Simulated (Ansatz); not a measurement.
## LiSiNH₃: single-point calculation

LiSiNH₃, multiplicity 2, computed with UKS PBE0-D4/def2-TZVPP (Ansatz 0.2.0).

The geometry comes from this level: PBE0-D4/def2-TZVP.

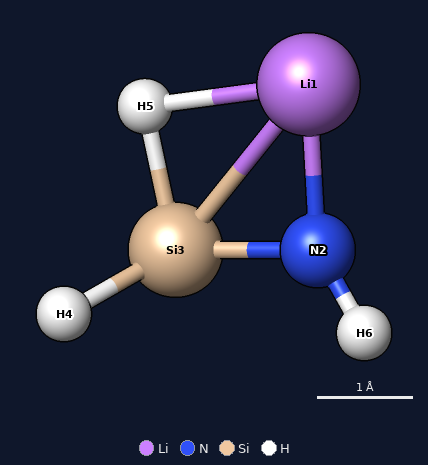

*The input geometry (ball-and-stick view, seen at a tilt; atoms are numbered from 1 in the order of the input). Sticks mark near contacts.*

Bond lengths as drawn: H–Li 1.97 Å, H–N 1.01 Å, H–Si 1.51 to 1.55 Å, Li–N 1.77 Å, Li–Si 2.48 Å and N–Si 1.69 Å.

Results in brief

| quantity | value |
| --- | --- |
| outcome | converged |
| total energy | −9616.1738 eV |
| mean-field energy | −9616.0961 eV |
| dispersion energy | −0.0777 eV |
| ⟨S²⟩ | 0.756 |
| SCF solution under orbital rotations | stable |
| HOMO (either spin) | −4.57 eV |
| LUMO (either spin) | −1.20 eV |
| hardware | 2 threads of Arm Neoverse V1, 23 GiB of memory available, shared host |
| wall time | 2.9 s (CPU time 5.5 s) |
| peak memory | 0.25 GiB |

The input
```yaml
crystal:
  periodic: [false, false, false]
  atoms:
    - {symbol: Li, position_ang: [-2.201186, -0.260840, -0.303477]}
    - {symbol: N, position_ang: [-1.008422, -1.426457, 0.296888]}
    - {symbol: Si, position_ang: [0.241189, -0.311566, 0.106473]}
    - {symbol: H, position_ang: [1.279692, -0.546001, -0.967105]}
    - {symbol: H, position_ang: [-0.595377, 0.869287, -0.454143]}
    - {symbol: H, position_ang: [-0.798272, -2.362509, 0.606545]}
basis:
  gaussian: {orbitals: def2-TZVPP}
magnetization: {spin_polarized: true, initial_magnetization: 1}
hamiltonian: {xc: pbe0, dispersion: d4}
output: {orbitals: {seedname: orbitals}}
```

Command:
```bash
ansatz run in.yaml --threads 2 --pin off --events-out ev --progress --plain --max-ram 4352MiB
```

Output
```
Functional definition: PBE0
  name "PBE0"
  cite "Adamo & Barone, J. Chem. Phys. 110, 6158 (1999) doi:10.1063/1.478522"
  cite "Perdew, Burke & Ernzerhof, Phys. Rev. Lett. 77, 3865 (1996) doi:10.1103/PhysRevLett.77.3865"
  parent pbe
  parameter a = 0.25
  parameter kappa = 0.804
  parameter beta = 0.06672455060314922
  exchange = (1 - a)*pbe_x(kappa = kappa, mu = beta*pi^2/3) + a*exact_x
  correlation = pbe_c(beta = beta)
768 factors; their error is unknown
mean field evaluation 1: about -9605.2555 eV, gradient 5.1e1 eV
mean field evaluation 2: about -9534.1126 eV, gradient 9.8e1 eV
mean field evaluation 4: about -9615.9569 eV, gradient 4.5e0 eV
mean field evaluation 8: about -9616.0765 eV, gradient 1.9e-1 eV
mean field evaluation 16: about -9616.0960 eV, gradient 2.9e-4 eV
mean field -9616.09604909 eV, -353.3850117799 hartree, gradient 2.9e-5 eV, S^2 0.755794; 0 other end points of the search recorded, 0 dependent functions left out
reference -9616.09608354 eV, -353.3850130460 hartree; 14, 13 occupied and 120, 121 virtual orbitals, 768 factors
Total energy: -9616.17378176 eV, -353.3878684029 hartree
```

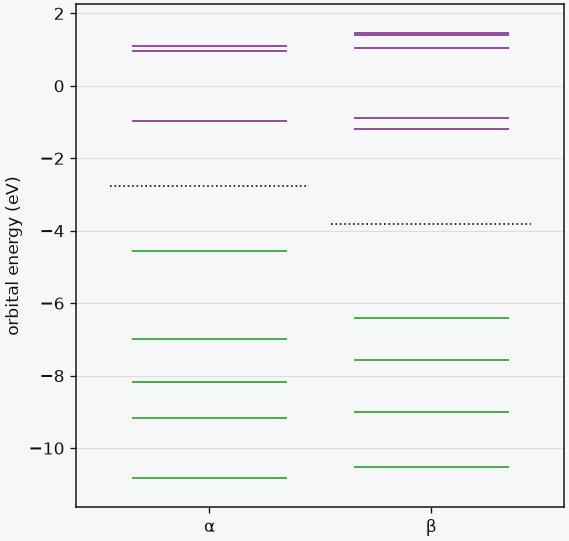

*Orbital energies near the frontier for α and β spins; the dotted line parts filled from empty levels, and levels within 0.02 eV of each other stand side by side.*

α: highest filled −4.57 eV, lowest empty −0.97 eV, 3.60 eV apart; β: highest filled −6.41 eV, lowest empty −1.20 eV, 5.21 eV apart.
